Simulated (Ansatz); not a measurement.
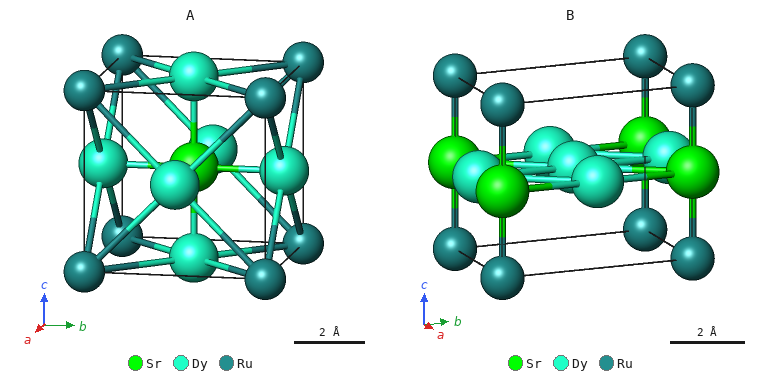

Two structures of SrDy3Ru, each relaxed to rest (conventional cells in solid outline, small ones repeated, not to one scale). Method: DFT PBE, scalar-relativistic, plane waves, PAW; 4f electrons in the core of a trivalent norm-conserving potential (Ansatz), with collinear spins.

Which structures are these?

Answer. A: 5 atoms a cell on a primitive cubic lattice, Pm-3m. B: 5 atoms a cell on a primitive hexagonal lattice, P6/mmm.

A or B: which is lower in energy?

Answer. B is lower, by 316 meV/atom at this level of theory (energies at zero smearing). Volumes: A 30.5, B 37.7 Å³/atom.

One or both may be structure types tried for this composition rather than known phases.
